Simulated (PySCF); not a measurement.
# EPR calculation, with input and output: C3H9FNSi2

C3H9FNSi2, multiplicity 2, computed with UKS B3LYP, pcH-1 on C F H N Si, non-relativistic, mean-field spin-orbit, GIAO (PySCF 2.14.0).

It belongs to a series of runs on one base structure; here: H removed from Si.

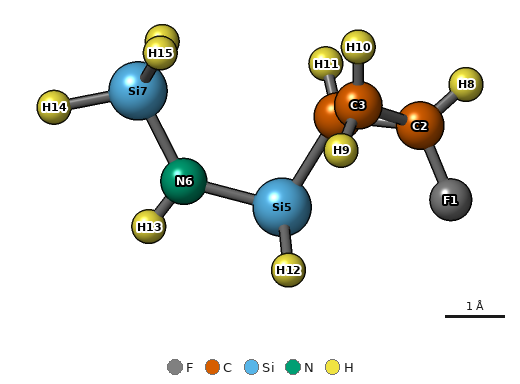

Fig. 1: The structure (ball-and-stick view, seen at a tilt; atoms are numbered from 1 in the order of the input). Bond lengths as drawn: C–C 1.49 to 1.51 Å, C–F 1.37 Å, C–H 1.08 Å, C–Si 1.88 Å, H–N 1.01 Å, H–Si 1.46 to 1.47 Å and N–Si 1.73 to 1.74 Å.

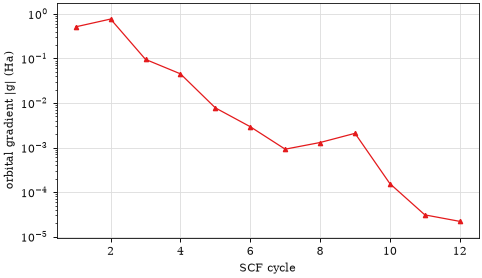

Fig. 2: Convergence of the self-consistent field: orbital gradient |g| against the SCF cycle. All cycles printed in the log are drawn one after another.

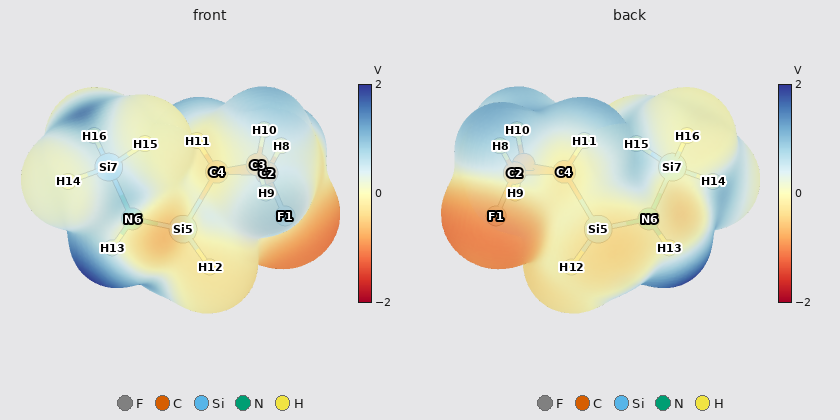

Fig. 3: The molecular electrostatic potential painted on the density surface at 0.002 e/bohr³, seen at a tilt and from behind; the colour scale runs from red (negative) to blue (positive). A positive charge is drawn to the negative regions and a negative charge to the positive ones.

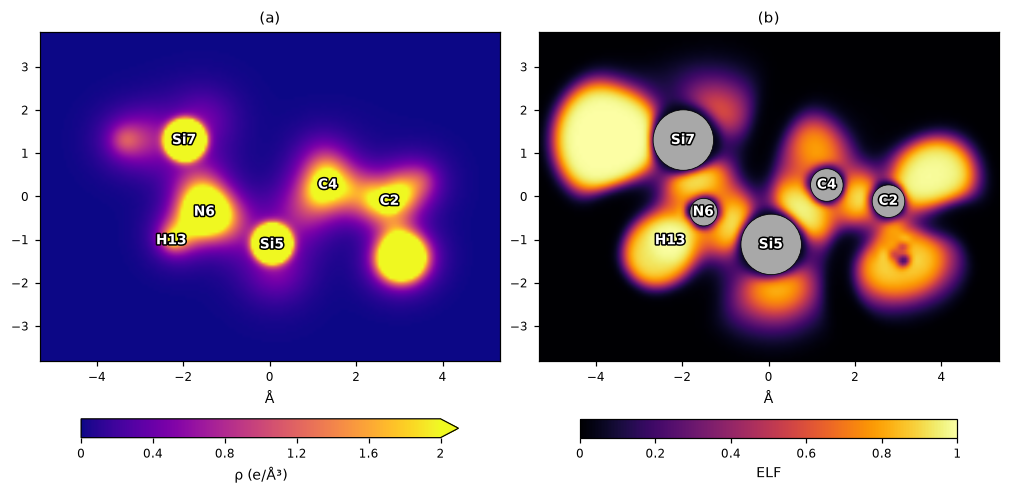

Fig. 4: (a) electron density; (b) ELF on the plane of atoms Si7, N6 and H13. Grey discs, where drawn, cover atomic cores. Si–N (1.73 Å): ρ is about 1.1 e/Å³ halfway; the ELF peaks at about 0.90 between the atoms (a polar covalent bond). N–H (1.01 Å): ρ at the midpoint is about 2.8 e/Å³, with its minimum of 2.3 e/Å³ about 0.7 Å from N; the ELF climbs to about 1 towards the hydrogen, as it does in any bond to H; a covalent bond by its length.

The input and output of the run follow.

The input
```
{"job": {"kind": "epr", "basis": "pcH-1"}, "charge": 0, "multiplicity": 2}
F     -2.634107    -1.441008    -1.051067
C     -2.250919    -0.870954     0.134709
C     -1.827849     0.555388     0.109212
C     -0.809095    -0.544424     0.313608
Si     0.381150    -0.943381    -1.092406
N      1.873125    -0.115869    -0.758066
Si     2.399783     0.766145     0.638141
H     -2.860212    -1.268559     0.937615
H     -1.844625     1.057120    -0.846332
H     -2.103522     1.185668     0.941842
H     -0.427425    -0.659635     1.320515
H     -0.108008    -0.473649    -2.392061
H      2.573396    -0.251309    -1.468028
H      3.699424     1.331496     0.280913
H      1.416306     1.811818     0.927858
H      2.514981    -0.129904     1.794587
```

The first line tells a small driver script what to run in PySCF; the rest is the geometry in Å.

Launched with:
```bash
OMP_NUM_THREADS=1 python <driver script> task.json out
```

The program's output
```
UKS, coarse grid
  cycle   1  E = -853.21896520  |g| = 5.13e-01
  cycle   2  E = -853.08803565  |g| = 7.67e-01
  cycle   3  E = -853.31092710  |g| = 9.53e-02
  cycle   4  E = -853.31426451  |g| = 4.52e-02
  cycle   5  E = -853.31513720  |g| = 7.79e-03
  cycle   6  E = -853.31515601  |g| = 2.94e-03
  cycle   7  E = -853.31516099  |g| = 9.21e-04
UKS, final grid
  cycle   1  E = -853.31521075  |g| = 1.30e-03
  cycle   2  E = -853.31520975  |g| = 2.09e-03
  cycle   3  E = -853.31521148  |g| = 1.55e-04
  cycle   4  E = -853.31521149  |g| = 3.09e-05
  cycle   5  E = -853.31521150  |g| = 2.21e-05
E = -853.31521150 Eh   <S^2> = 0.7515 (exact 0.7500)
g shifts (ppm)      1          2          3
  rmc          -152       -152       -152
  gc             23         72         86
  oz_so          33        363        626
  total         -96        284        560
hyperfine (MHz)  atom isotope    a_iso     a_fc   dipolar eigenvalues
    0   19F       1.03       0.97     -6.63     -1.47      8.10
    1   13C       3.04       3.03     -1.11     -0.57      1.69
    2   13C      26.72      26.72     -3.63     -3.34      6.98
    3   13C      36.41      36.39     -4.33     -3.61      7.94
    4  29Si    -559.83    -560.78   -145.86     71.24     74.62
    5   14N      12.51      12.49     -6.28     -5.95     12.22
    6  29Si      -1.62      -1.63     -2.74      1.17      1.57
    7    1H       0.06       0.06     -1.33     -0.84      2.17
    8    1H       1.79       1.78     -3.22     -0.29      3.51
    9    1H      11.42      11.41     -2.30     -0.75      3.05
   10    1H      -2.93      -2.93     -3.60     -1.94      5.54
   11    1H     136.85     136.85     -7.53      0.03      7.50
   12    1H      -5.03      -5.05     -7.58     -3.85     11.43
   13    1H       3.63       3.63     -1.20     -1.11      2.31
   14    1H       4.88       4.88     -1.41     -0.93      2.34
   15    1H       5.81       5.81     -1.42     -1.06      2.48
```

Key numbers

```csv
quantity,value
outcome,converged
total energy,−853.315211 hartree
⟨S²⟩,0.752
isotropic g,2.0026
hardware,"1 CPU thread, shared host"
wall time,1.8 min
peak memory,0.97 GiB
```
